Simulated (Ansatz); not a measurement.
H₆Si₂

The calculation's input:

```
crystal:
  periodic: [false, false, false]
  atoms:
    - { symbol: Si, position_ang: [0.0, 0.0, 0.0] }
    - { symbol: Si, position_ang: [0.0, 0.0, 2.22] }
    - { symbol: H, position_ang: [-1.3148, -0.4067, 2.7074] }
    - { symbol: H, position_ang: [1.0096, -0.9353, 2.7074] }
    - { symbol: H, position_ang: [0.3052, 1.342, 2.7074] }
    - { symbol: H, position_ang: [1.3768, 0.0, -0.4862] }
    - { symbol: H, position_ang: [-0.6877, 1.1914, -0.4862] }
    - { symbol: H, position_ang: [-0.6877, -1.1914, -0.4862] }
basis:
  gaussian: { orbitals: def2-SVP }
hamiltonian:
  xc: { name: BHLYP }
  dispersion: d4
relax:
  f_tol: 0.02
  max_steps: 40
output:
  orbitals: {}
```

Run with:

```sh
ansatz run input.yaml --threads 1 --pin off --max-ram 2048MiB --backend cpu --events-out ev --progress --plain --runs-dir out
```

The fields are those of the run's last geometry, not of the input's.

All numbers below come from Ansatz 0.2.0, RKS BHLYP-D4/def2-SVP.

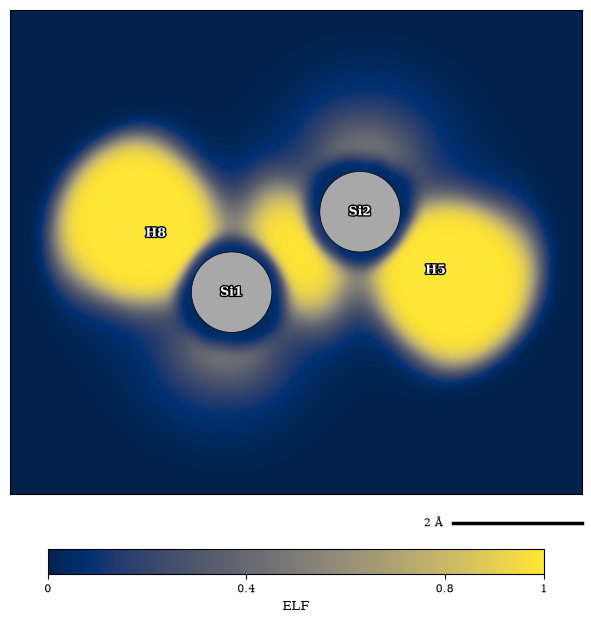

Figure 1. Electron localisation function on the plane of atoms Si1, Si2 and H5. Grey discs cover the atomic cores.

Interpret the plot.

Answer.
- Atoms in the plane: Si and H.
- Si–Si (2.35 Å): the ELF peaks at about 1 between the atoms; localised, covalent bonding.
- Si–H (1.48 Å): the ELF climbs to about 1 towards the hydrogen, as it does in any bond to H.

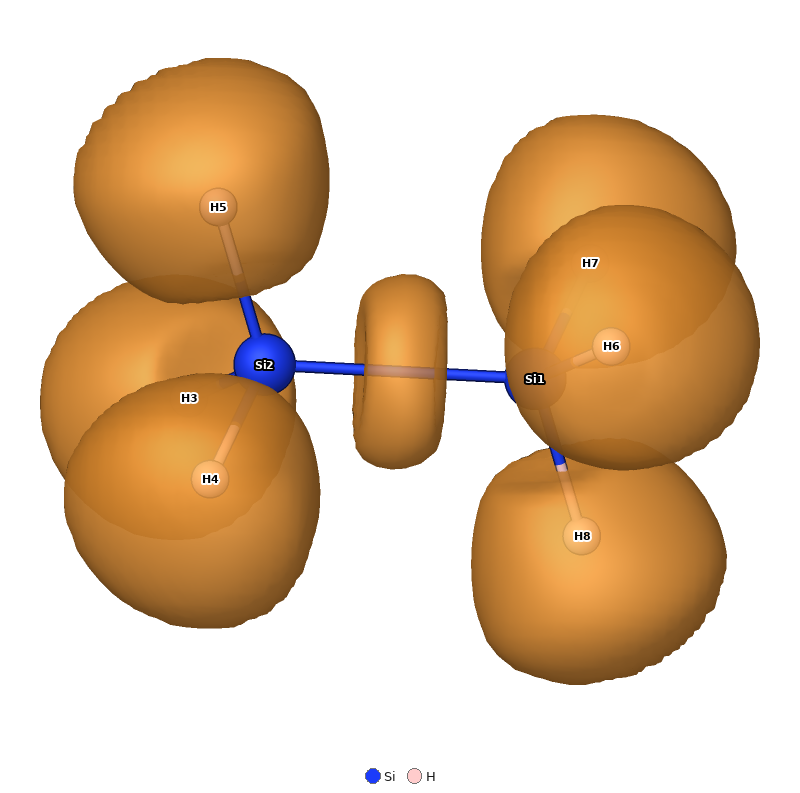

Figure 2. Isosurface of the ELF at 0.8 (orange), seen at a tilt. Core shells and regions of very low density are left out.

What do the ELF domains correspond to?

Answer. The ELF exceeds this value in one region between bonded Si–Si atoms (shared pairs) and six regions around hydrogen nuclei.

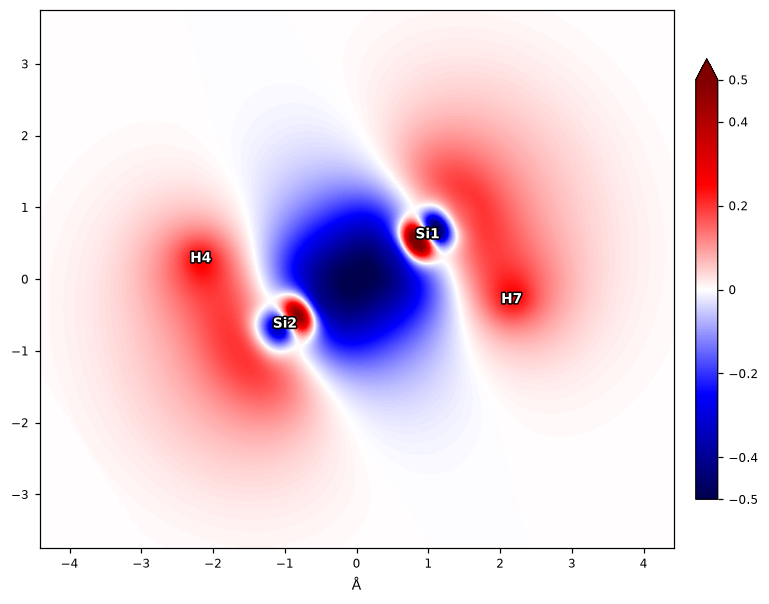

Figure 3. The HOMO on the plane of atoms Si2, Si1 and H7 (values in Å⁻³ᐟ²; the overall sign is arbitrary).

Where does this orbital lie, and at what energy?

Answer. By Hirshfeld shares it lies mainly on Si1 (about 40 %) and Si2 (about 40 %); it is gerade (even under inversion). Its energy is −9.42 eV.
